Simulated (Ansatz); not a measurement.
The starting structures come from a database of crystals and need not be the phases stable at ambient conditions.

 Where the default PAW files enter, the runs use the earlier of Ansatz's two default sets.

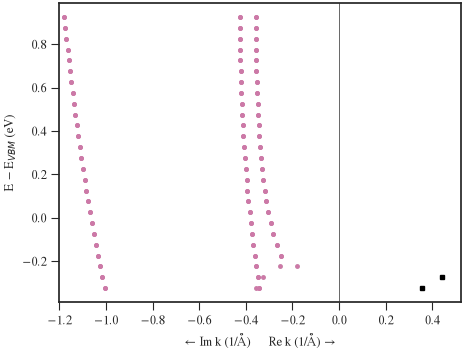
Figure. Complex bands at the centre of the two-dimensional zone; PBEsol (Ansatz, a program for electronic structure)

The gap is the functional's own, uncorrected, and κ follows it; spin-orbit coupling is left out. Mid-gap values are interpolated between the computed energies.

**Question.** This is CuRhO₂ (R-3m, not sure to be the ambient phase, 4 atoms a cell, 11.7 Å³ an atom, -4 GPa at this level) along the normal of (001). Read off the slowest decay at the centre of the two-dimensional zone at 0.33 eV, the computed energy nearest the middle of the gap.

**Answer.** κ ≈ 0.34 1/Å, a decay length 1/(2κ) of the density of 1.5 Å.
